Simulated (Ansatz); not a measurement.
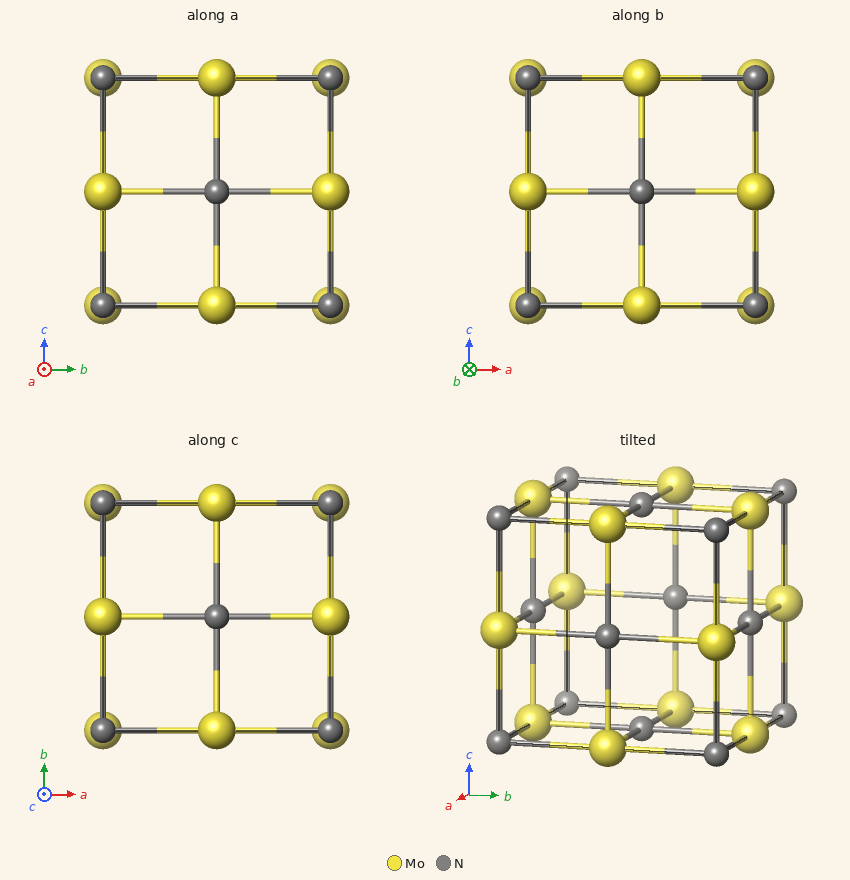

A ball-and-stick rendering, viewed along the a axis, along the b axis, along the c axis and slightly off an axis. The edges of the conventional unit cell are marked.

Lattice parameters: a = 4.158 Å, b = 4.158 Å, c = 4.158 Å, α = 90.00°, β = 90.00°, γ = 90.00°.

**Reconstruct the structure as a table of Wyckoff sites.**

Space group Pm-3m (No. 221).
```json
{"atom": "Mo", "site": "3d", "x": "0.0000", "y": "0.0000", "z": "0.5000"}
{"atom": "N", "site": "1a", "x": "0.0000", "y": "0.0000", "z": "0.0000"}
{"atom": "N", "site": "3c", "x": "0.0000", "y": "0.5000", "z": "0.5000"}
```

Its origin is a structure type filled with these elements by a generator (whether the compound takes this form wasn't checked). It was relaxed with DFT PBEsol, scalar-relativistic, plane waves, PAW in Ansatz 0.2.0 under a constraint or pressure on the cell, so some stress remains.
